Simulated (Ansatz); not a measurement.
A computed series for MoTe2: pressure series

Consider MoTe$_{2}$ in the 2H-MoS2 type structure (space group P6_3/mmc, No. 194; a = 3.497 Å, c = 13.696 Å; layered, stacked along the Cartesian z axis).

Cell and atoms are relaxed at each pressure.

The values are results of PBE-D3(BJ) in Ansatz (plane waves to 420 eV, PAW, spin-orbit coupling left out), not measurements.

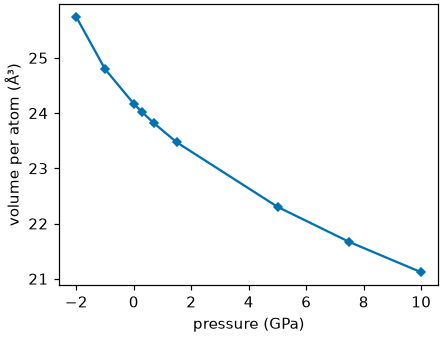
Figure. Volume per atom against pressure

```json
[
 {"pressure (GPa)": "-2", "volume per atom": "25.74 Å³"},
 {"pressure (GPa)": "-1", "volume per atom": "24.80 Å³"},
 {"pressure (GPa)": "0.3", "volume per atom": "24.01 Å³"},
 {"pressure (GPa)": "0.7", "volume per atom": "23.82 Å³"},
 {"pressure (GPa)": "1.5", "volume per atom": "23.47 Å³"},
 {"pressure (GPa)": "5", "volume per atom": "22.30 Å³"},
 {"pressure (GPa)": "7.5", "volume per atom": "21.67 Å³"},
 {"pressure (GPa)": "10", "volume per atom": "21.12 Å³"}
]
```

The mesh was chosen for an insulator and is coarse for the gapless case. Load acts through the strain it causes; cell and atoms are relaxed under it. Whether these cells are dynamically stable was not tested. Competing high-pressure phases were not computed. The final runs are not spin-polarised. The program warned that a D3 coordination switch lies within reach, so dispersion energies are less smooth here.

Ansatz is a quantum-chemistry and plane-wave program.
